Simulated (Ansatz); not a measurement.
# CH9FGe2N2 (SMILES C[NH][GeH2][NH][GeH2][F]): what the fields show

Input

```
crystal:
  periodic: [false, false, false]
  atoms:
    - {symbol: C, position_ang: [0.489359, -2.824766, 2.336466]}
    - {symbol: F, position_ang: [0.251466, 3.113719, 3.023058]}
    - {symbol: Ge, position_ang: [1.654474, -0.385715, 1.302371]}
    - {symbol: Ge, position_ang: [0.263959, 1.469408, 3.651272]}
    - {symbol: N, position_ang: [0.384318, -1.703111, 1.420068]}
    - {symbol: "N", position_ang: [1.636297, 0.527060, 2.914275]}
    - {symbol: H, position_ang: [1.142309, -3.650614, 1.984503]}
    - {symbol: H, position_ang: [0.893778, -2.477860, 3.301176]}
    - {symbol: H, position_ang: [-0.504805, -3.257439, 2.546890]}
    - {symbol: H, position_ang: [-0.073431, -1.933979, 0.542405]}
    - {symbol: H, position_ang: [3.120477, -0.873999, 1.165933]}
    - {symbol: H, position_ang: [1.224630, 0.470216, 0.092389]}
    - {symbol: H, position_ang: [2.556877, 0.730701, 3.297682]}
    - {symbol: H, position_ang: [-1.072624, 0.852014, 3.225465]}
    - {symbol: H, position_ang: [0.488582, 1.632351, 5.164062]}
basis:
  gaussian: {orbitals: def2-SVPD}
hamiltonian: {xc: {name: PBE0}}
output: {forces: true, orbitals: {seedname: orbitals}}
```

Run with:

```sh
ansatz run input.yaml --threads 4 --pin off --max-ram 7830MiB --events-out events.jsonl --progress --plain --runs-dir runs
```

Geometry: B3LYP/def2-SVP.

All numbers below come from Ansatz 0.2.0, isolated molecule in a Gaussian basis; Kohn-Sham density functional theory, functional PBE0.

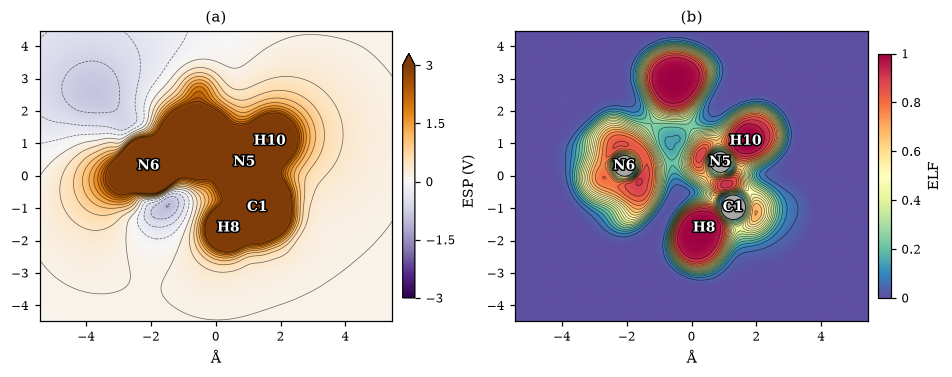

Figure 1. (a) molecular electrostatic potential; (b) ELF on the plane of atoms C1, N5 and H10. Grey discs cover the atomic cores in the ELF map.

### What do the fields say about this system?

Atoms in the plane: C, N and H. C–N (1.45 Å): the ELF peaks at about 0.90 between the atoms: localised, covalent bonding. N–H (1.02 Å): the ELF climbs to about 1 towards the hydrogen, as it does in any bond to H (a covalent bond by its length). C–H (1.10 Å): the ELF climbs to about 1 towards the hydrogen (a covalent bond by its length). Outside the dense part of the molecule the potential is most negative (−1.0 V) near N6.

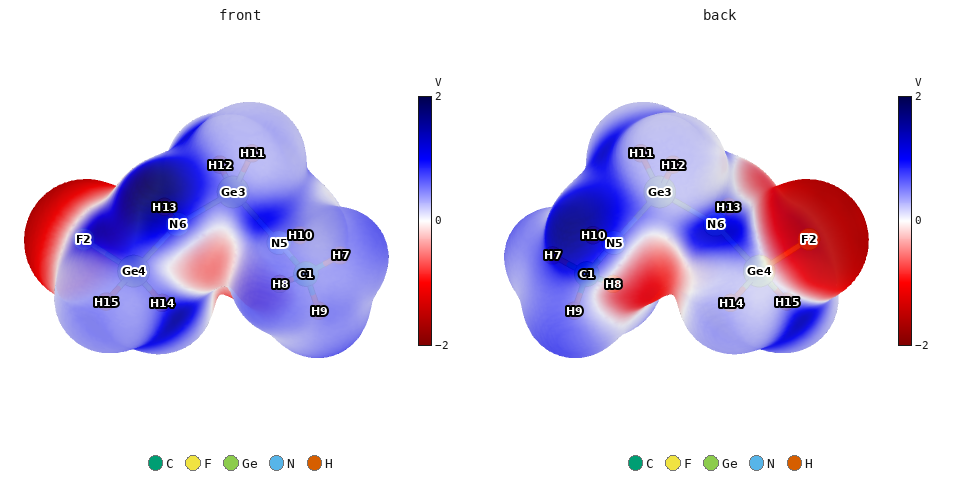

Figure 2. The molecular electrostatic potential painted on the density surface at 0.002 e/bohr³, seen from the front and from behind; red is negative and blue positive.

### Where is the surface potential most negative and most positive?

The most negative region (about −1.6 V) lies over F2, the most positive (about +1.8 V) over H13.

### How polar is the molecule by this calculation?

Its dipole moment is 3.04 D.

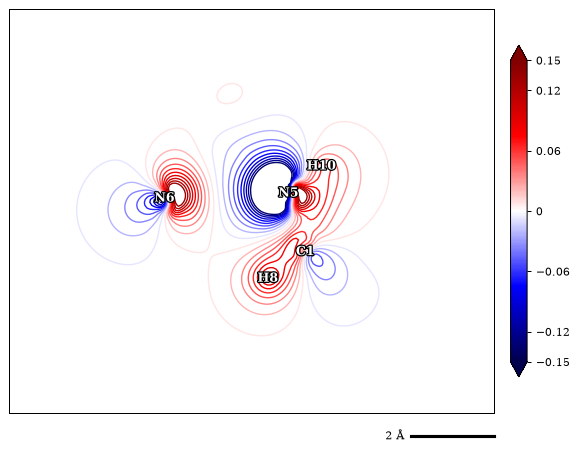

Figure 3. The HOMO on the plane of atoms C1, N5 and H10 (values in Å⁻³ᐟ²; the overall sign is arbitrary).

### Where does this orbital lie, and at what energy?

It lies mainly on N5 (about 60 %), C1 (about 10 %), Ge3 (about 10 %) and H7 (about 5 %). Its energy is −6.83 eV.
